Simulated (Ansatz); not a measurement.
**Geometry relaxation of GeH$_{3}$ClO$_{2}$ (part 1 of 2)**

System: GeH$_{3}$ClO$_{2}$.
Method: RHF/def2-SVP (Ansatz 0.2.0).

It belongs to a series of runs on one base structure; here: end point B relaxed. Figures and captions count atoms from 1; the log counts them from 0 in places.

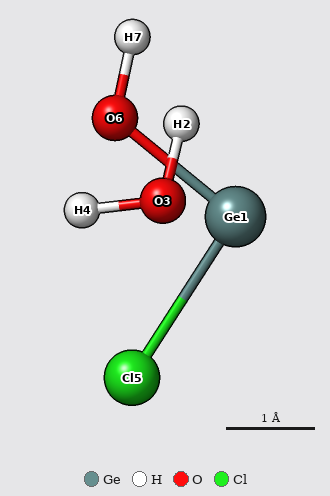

Figure 1. The starting structure (ball-and-stick view, seen at an oblique angle; atoms are numbered from 1 in the order of the input). Sticks mark near contacts.

Results in brief:

```json
{"quantity": "outcome", "value": "converged"}
{"quantity": "total energy", "value": "−73086.7057 eV"}
{"quantity": "mean-field energy", "value": "−73086.7057 eV"}
{"quantity": "largest force (length of the vector) at the end", "value": "0.009 eV/Å"}
{"quantity": "hardware", "value": "1 thread of Arm Neoverse V2, 24 GiB of memory available, shared host"}
{"quantity": "wall time", "value": "42 s"}
{"quantity": "peak memory", "value": "0.19 GiB"}
```

Input file:
```yaml
crystal:
  periodic: [false, false, false]
  atoms:
    - { symbol: Ge, position_ang: [-1.066691, 0.321442, 0.424862] }
    - { symbol: H, position_ang: [1.308638, -0.781427, 1.304092] }
    - { symbol: O, position_ang: [1.821812, -0.035627, 0.954055] }
    - { symbol: H, position_ang: [2.011187, -0.295304, 0.059787] }
    - { symbol: Cl, position_ang: [-0.602327, 1.555573, -1.327758] }
    - { symbol: O, position_ang: [-0.666003, -1.239953, -0.316843] }
    - { symbol: H, position_ang: [-0.929717, -2.019604, 0.150905] }
basis:
  gaussian: { orbitals: def2-SVP }
hamiltonian:
  xc: hf
relax:
  f_tol: 0.03
  max_steps: 50
output:
  orbitals: {}
```

Launch command:
```bash
ansatz run input.yaml --threads 1 --pin off --max-ram 2048MiB --backend cpu --events-out ev --progress --plain --runs-dir out
```

What the program printed:
```
The last accepted step is kept in [file] (removed where the run ends without a failure and the disk answers)
Engine: ansatz 0.2.0, aarch64-unknown-linux-gnu
Functional definition: HF
  exchange = exact_x
  correlation = 0
954 factors; integrals over basis functions are off by at most 3.2e-4 eV
mean field evaluation 1: about -73082.2547 eV, gradient 4.5e1 eV
mean field evaluation 2: about -73082.2946 eV, gradient 4.5e1 eV
mean field evaluation 4: about -73086.3077 eV, gradient 3.1e0 eV
mean field evaluation 8: about -73086.3500 eV, gradient 1.1e-1 eV
mean field -73086.35007615 eV, -2685.8738255913 hartree, gradient 1.3e-5 eV, S^2 0.000000; 0 other end points of the search recorded, 0 dependent functions left out
the calculation of the forces begins
reference -73086.35007615 eV, -2685.8738255913 hartree; 34, 34 occupied and 59, 59 virtual orbitals, 954 factors
relax step   1: F+E_penalty+E_count = -73086.35007615 eV  Δ(F+E_penalty+E_count) = +0.000e0 eV  max|allowed force component| = 1.098e0 eV/Å  Δτ_max = 0.0000 Å  (37 SCF iters, accepted)
these checks for a lower state are left out or cut short: starts, cluster_reference, orbital_swaps, neighbouring_geometries, increment
954 factors; integrals over basis functions are off by at most 4.3e-4 eV
mean field evaluation 16: about -73086.3261 eV, gradient 2.5e-3 eV
mean field -73086.32607634 eV, -2685.8729436145 hartree, gradient 3.7e-5 eV, S^2 0.000000; 0 other end points of the search recorded, 0 dependent functions left out
[... from here on the field's lines of each further geometry are left out, up to the last ...]
relax step   2: F+E_penalty+E_count = -73086.32607634 eV  Δ(F+E_penalty+E_count) = +2.400e-2 eV  max|allowed force component| = 3.494e0 eV/Å  Δτ_max = 0.1966 Å  (35 SCF iters, rejected (line search))
relax step   3: F+E_penalty+E_count = -73086.42246981 eV  Δ(F+E_penalty+E_count) = -7.239e-2 eV  max|allowed force component| = 1.127e0 eV/Å  Δτ_max = 0.0982 Å  (32 SCF iters, accepted)
relax step   4: F+E_penalty+E_count = -73086.46113300 eV  Δ(F+E_penalty+E_count) = -3.866e-2 eV  max|allowed force component| = 1.822e0 eV/Å  Δτ_max = 0.0976 Å  (33 SCF iters, accepted)
relax step   5: F+E_penalty+E_count = -73086.51925763 eV  Δ(F+E_penalty+E_count) = -5.812e-2 eV  max|allowed force component| = 2.017e0 eV/Å  Δτ_max = 0.1426 Å  (33 SCF iters, accepted)
relax step   6: F+E_penalty+E_count = -73086.58833949 eV  Δ(F+E_penalty+E_count) = -6.908e-2 eV  max|allowed force component| = 9.784e-1 eV/Å  Δτ_max = 0.1929 Å  (33 SCF iters, accepted)
relax step   7: F+E_penalty+E_count = -73086.61605203 eV  Δ(F+E_penalty+E_count) = -2.771e-2 eV  max|allowed force component| = 7.295e-1 eV/Å  Δτ_max = 0.0848 Å  (34 SCF iters, accepted)
relax step   8: F+E_penalty+E_count = -73086.65964188 eV  Δ(F+E_penalty+E_count) = -4.359e-2 eV  max|allowed force component| = 1.186e-1 eV/Å  Δτ_max = 0.1999 Å  (34 SCF iters, accepted)
relax step   9: F+E_penalty+E_count = -73086.65026069 eV  Δ(F+E_penalty+E_count) = +9.381e-3 eV  max|allowed force component| = 1.567e0 eV/Å  Δτ_max = 0.1953 Å  (34 SCF iters, rejected (line search))
relax step  10: F+E_penalty+E_count = -73086.67891479 eV  Δ(F+E_penalty+E_count) = -1.927e-2 eV  max|allowed force component| = 1.214e-1 eV/Å  Δτ_max = 0.0976 Å  (33 SCF iters, accepted)
relax step  11: F+E_penalty+E_count = -73086.69075409 eV  Δ(F+E_penalty+E_count) = -1.184e-2 eV  max|allowed force component| = 4.229e-1 eV/Å  Δτ_max = 0.0977 Å  (34 SCF iters, accepted)
relax step  12: F+E_penalty+E_count = -73086.68611726 eV  Δ(F+E_penalty+E_count) = +4.637e-3 eV  max|allowed force component| = 8.649e-1 eV/Å  Δτ_max = 0.1446 Å  (33 SCF iters, rejected (line search))
relax step  13: F+E_penalty+E_count = -73086.69843678 eV  Δ(F+E_penalty+E_count) = -7.683e-3 eV  max|allowed force component| = 2.022e-1 eV/Å  Δτ_max = 0.0723 Å  (34 SCF iters, accepted)
relax step  14: F+E_penalty+E_count = -73086.70221955 eV  Δ(F+E_penalty+E_count) = -3.783e-3 eV  max|allowed force component| = 1.152e-1 eV/Å  Δτ_max = 0.0723 Å  (35 SCF iters, accepted)
relax step  15: F+E_penalty+E_count = -73086.70282821 eV  Δ(F+E_penalty+E_count) = -6.087e-4 eV  max|allowed force component| = 3.514e-1 eV/Å  Δτ_max = 0.1097 Å  (33 SCF iters, accepted)
relax step  16: F+E_penalty+E_count = -73086.70541326 eV  Δ(F+E_penalty+E_count) = -2.585e-3 eV  max|allowed force component| = 3.734e-2 eV/Å  Δτ_max = 0.0118 Å  (35 SCF iters, accepted)
relax step  17: F+E_penalty+E_count = -73086.70550954 eV  Δ(F+E_penalty+E_count) = -9.628e-5 eV  max|allowed force component| = 5.093e-2 eV/Å  Δτ_max = 0.0110 Å  (36 SCF iters, accepted)
the calculation of the forces begins
reference -73086.70568802 eV, -2685.8868940862 hartree; 34, 34 occupied and 59, 59 virtual orbitals, 954 factors
relax step  18: F+E_penalty+E_count = -73086.70568802 eV  Δ(F+E_penalty+E_count) = -1.785e-4 eV  max|allowed force component| = 8.257e-3 eV/Å  Δτ_max = 0.0062 Å  (36 SCF iters, accepted)
```

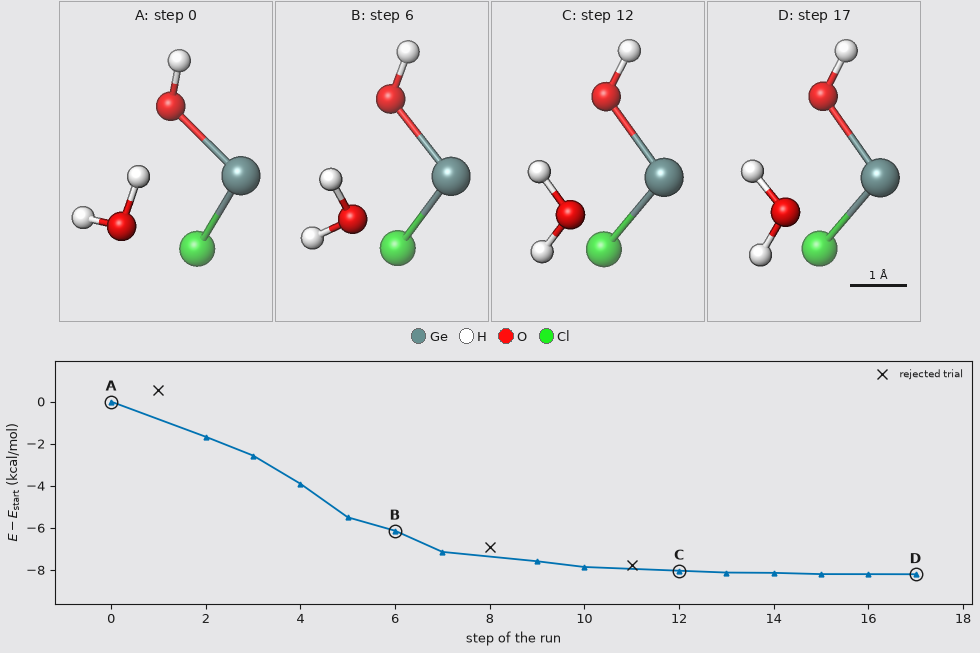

Figure 2. Frames of the relaxation (ball-and-stick view, seen at a tilt) above the curves, on which the letters mark them (the first geometry is step 0 here and step 1 in the log).

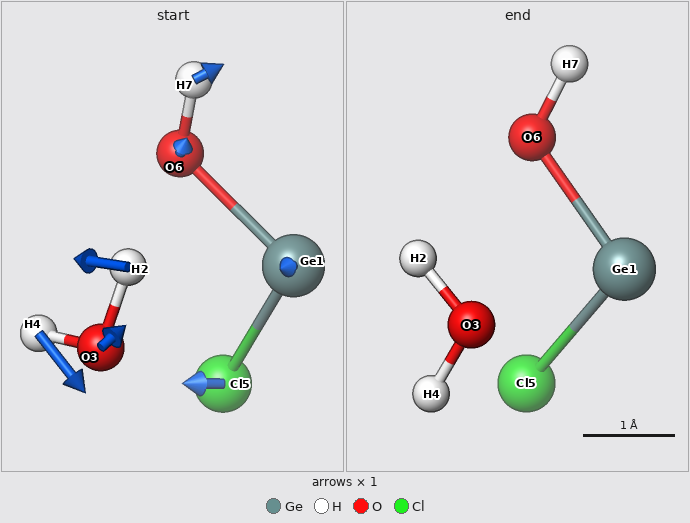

Figure 3. Before (left) and after (right) the relaxation, at one scale (ball-and-stick view, seen at a tilt). The blue arrows give the displacements, at true length. After 17 geometry steps the energy has fallen by 8.20 kcal/mol. Largest force component: 1.1 eV/Å at the start, 0.0083 eV/Å at the end. The line search rejected the trial steps at points 1, 8, 11 (counted from 0) and went back. H4 moves most after the best rigid fit: 0.86 Å. Largest moves by element: H 0.86 Å, Cl 0.54 Å, O 0.43 Å, Ge 0.27 Å. Distances before and after: Ge1–Cl5 2.193 → 2.252 Å, H2–O3 0.971 → 0.952 Å, Ge1–O6 1.774 → 1.791 Å. Among the angles that change: H2–O3–H4 103.6° → 106.4°. (Atoms are counted from 1 in the order of the input.)

```
954 factors; integrals over basis functions are off by at most 2.7e-4 eV
mean field -73086.70568802 eV, -2685.8868940862 hartree, gradient 4.3e-5 eV, S^2 0.000000; 1 other end points of the search recorded, 0 dependent functions left out
the calculation of the forces begins
reference -73086.70568802 eV, -2685.8868940862 hartree; 34, 34 occupied and 59, 59 virtual orbitals, 954 factors
Total energy: -73086.70568802 eV, -2685.8868940862 hartree
Atom 0 at    -0.843366     0.259551     0.480409 Å, force     0.003617     0.002885    -0.008257 eV/Å
Atom 1 at     1.490556    -0.962080     0.578596 Å, force    -0.003730    -0.000933    -0.000240 eV/Å
Atom 2 at     1.380705    -0.095678     0.957720 Å, force     0.006741     0.001902    -0.004732 eV/Å
Atom 3 at     1.920842     0.492455     0.442426 Å, force    -0.003903    -0.001720     0.006525 eV/Å
Atom 4 at    -0.072528     1.281224    -1.372748 Å, force    -0.004583    -0.001460     0.005428 eV/Å
Atom 5 at    -0.710778    -1.421696    -0.123411 Å, force     0.003810    -0.003114    -0.001748 eV/Å
Atom 6 at    -1.288533    -2.048675     0.286108 Å, force    -0.001953     0.002439     0.003024 eV/Å
Dipole moment:     0.224907    -0.409550     0.475606 e Å
```

Trajectory as extended XYZ (Å, eV, eV/Å), 18 frames, from step=1 to step=18:
```
7
Properties=species:S:1:pos:R:3:forces:R:3 step=1 energy=-73086.35008
Ge   -1.0667    0.3214    0.4249   -0.0321   0.1269   0.0124
H     1.3086   -0.7814    1.3041    1.0618   0.9152  -0.4718
O     1.8218   -0.0356    0.9541   -1.0948  -1.0979   0.3714
H     2.0112   -0.2953    0.0598    0.0058   0.0852   0.1020
Cl   -0.6023    1.5556   -1.3278    0.0369   0.0260  -0.0537
O    -0.6660   -1.2400   -0.3168    0.0505  -0.0769   0.0413
H    -0.9297   -2.0196    0.1509   -0.0282   0.0215  -0.0017
7
Properties=species:S:1:pos:R:3:forces:R:3 step=2 energy=-73086.32608 accepted=F
Ge   -1.0747    0.3440    0.4041    0.1835  -0.0652   0.1830
H     1.4623   -0.9021    1.3264    0.6393   2.9480  -0.9934
O     1.6612    0.0077    0.9266   -0.4315  -3.4939   0.4570
H     2.0165   -0.2735    0.0750   -0.3397   0.6484   0.5784
Cl   -0.5921    1.5672   -1.3526    0.0800   0.0428  -0.1372
O    -0.6449   -1.2332   -0.2933   -0.1164  -0.1950  -0.0675
H    -0.9514   -2.0050    0.1630   -0.0152   0.1149  -0.0202
7
Properties=species:S:1:pos:R:3:forces:R:3 step=3 energy=-73086.42247
Ge   -1.0283    0.3333    0.4203    0.0293  -0.1029   0.0660
H     1.3722   -0.8535    1.2837    0.6480   0.8638  -0.2863
O     1.7282   -0.0183    0.9554   -0.6688  -1.1265  -0.0326
H     2.0158   -0.2397    0.0724   -0.0678   0.2162   0.2869
Cl   -0.5818    1.5629   -1.3454    0.0706  -0.0275  -0.0808
O    -0.6893   -1.2563   -0.3164    0.0496   0.1062   0.0574
H    -0.9399   -2.0234    0.1791   -0.0608   0.0707  -0.0105
7
Properties=species:S:1:pos:R:3:forces:R:3 step=4 energy=-73086.46113
Ge   -1.0018    0.3361    0.4278    0.0848  -0.0555   0.1523
H     1.4399   -0.9019    1.2825    0.4422   1.5010  -0.4369
O     1.6325   -0.0074    0.9397   -0.2901  -1.8218  -0.1035
H     2.0076   -0.2012    0.0766   -0.2691   0.3697   0.5192
Cl   -0.5581    1.5503   -1.3533    0.0982   0.0102  -0.0973
O    -0.6808   -1.2541   -0.3060   -0.0352  -0.1360   0.0141
H    -0.9624   -2.0166    0.1817   -0.0309   0.1324  -0.0479
7
Properties=species:S:1:pos:R:3:forces:R:3 step=5 energy=-73086.51926
Ge   -0.9142    0.3200    0.4380   -0.1356  -0.2698   0.3580
H     1.5646   -0.9307    1.2745   -0.0975   1.8487  -0.5407
O     1.5201   -0.0063    0.9378    0.3181  -2.0172  -0.1300
H     1.9355   -0.0781    0.0733   -0.2833   0.2651   0.5386
Cl   -0.4657    1.5268   -1.3509    0.2040   0.0128  -0.1851
O    -0.7322   -1.2917   -0.3145    0.0461   0.0338  -0.0207
H    -1.0313   -2.0348    0.1908   -0.0518   0.1266  -0.0202
```
